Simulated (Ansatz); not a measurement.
Fields on a plane of Ag (space group P6_3/mmc)

```
Ag
1.0
    2.85818     0.00000     0.00000
   -1.42909     2.47526     0.00000
    0.00000     0.00000     9.42135
Ag
4
Direct
  0.00000   0.00000   0.00000
  0.00000   0.00000   0.50000
  0.33333   0.66667   0.25000
  0.66667   0.33333   0.75000
```

The slice is a (0001) plane (indices of the conventional cell) through the point (0.667, 0.333, 0.750) (fractional), spanned by u = [110] and v = [1 -1 0] in vectors of this cell: u (2.86 Å) and v (4.95 Å, at 90° to u). It covers one period; positions are fractions (u, v).

Atoms on it: Ag at (0.00, 0.00); Ag at (0.50, 0.50).

Method: PBEsol (plane waves to 420 eV, PAW, scalar-relativistic; Ansatz, a first-principles code). k mesh 19×19×5. Near the nuclei the fields are pseudised (PAW); where an atom keeps semicore shells as valence, they peak there. Ag was relaxed with its symmetry unable to fall. This is one of several known forms of Ag; the measured ambient cells at hand have space group No. 225.

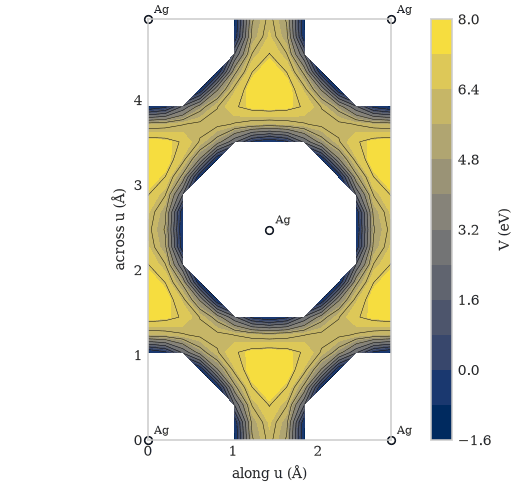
Fig. 1. Electrostatic potential energy of an electron, from the cell's mean, in eV, one period of the plane, atoms marked. Points within 1 Å of a nucleus are left white, as the pseudised field means little there. Values under -1 eV are set to -1. The zero, the cell's mean, hangs on the PAW cores.

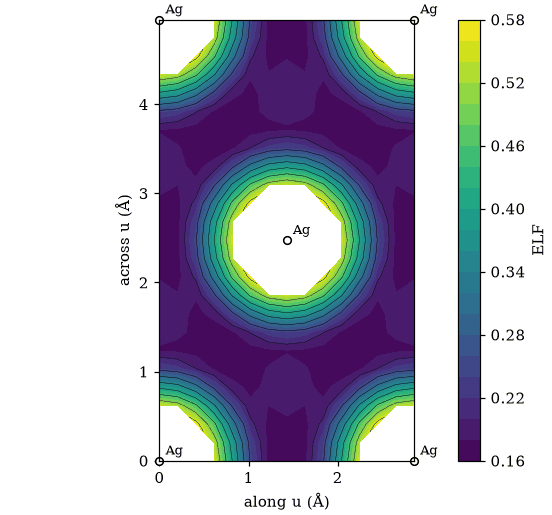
Electron localisation function (ELF), one period of the plane, atoms marked. Points within 0.5 Å of a nucleus are left white, as the pseudised field means little there.

| Item | Result |
|---|---|
| Density on the Ag–Ag line (2.86 Å) at its midpoint | 0.23 e/Å³ |
| ELF at that point | 0.17 |
